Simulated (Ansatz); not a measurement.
# Is the response still linear at 0.4 V/Å? 1T-HfS2 3 layers, AB

The dipole of a slab grows in proportion to a weak field along its normal. Does the weak-field slope carry to a strong field?

Set-up. Ansatz 0.2.0, plane waves with PAW datasets (its set soft_2), PBE-D3(BJ); atoms held at their relaxed places, 18 Å of vacuum, dipole correction, cell area 11.30 Å², 18×18 k-points, smearing 0.02585 eV. Without field the slab has a gap of 1.01 eV.

```
  run  field (V/Å)  dipole (e·Å)
run 1        −0.10      −0.09041
run 2        −0.05      −0.04517
run 3         0.00       0.00007
run 4         0.05       0.04531
run 5         0.10       0.09056
run 6         0.40             ?
```

Q: Estimate the withheld value from the rows shown.

A least-squares line through the 5 rows shown has slope 0.904840 and intercept 0.000072; no row lies more than 0.00001 e·Å off it. A perfect conductor with that slope would be 180.95 × 0.90484 / 11.30 = 14.49 Å thick. At 0.40 it gives 0.904840 × 0.40 + 0.000072 = 0.36201 e·Å, beyond the rows fitted. Rounding and scatter of the rows alone allow about ±0.00002 e·Å there.

The run itself gives 0.36372 e·Å: a miss of +0.00171 e·Å. That is under 1 % of the induced dipole, so the response is still linear.

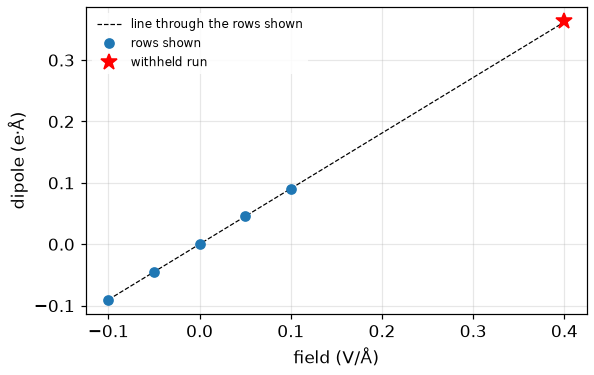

The fit and the withheld run.

Caveats: Ions are held, so this is the electronic response. Of the series that stay linear within 1 %, this collection keeps about one in seven, and it keeps all that bend. Spin-orbit coupling is left out, which changes the bands of elements this heavy.

[Logs are printed without paths, hosts, clocks, repeated set-up lines and the standing remarks that a program may print on its own settings, such as how far it seeks lower states.]
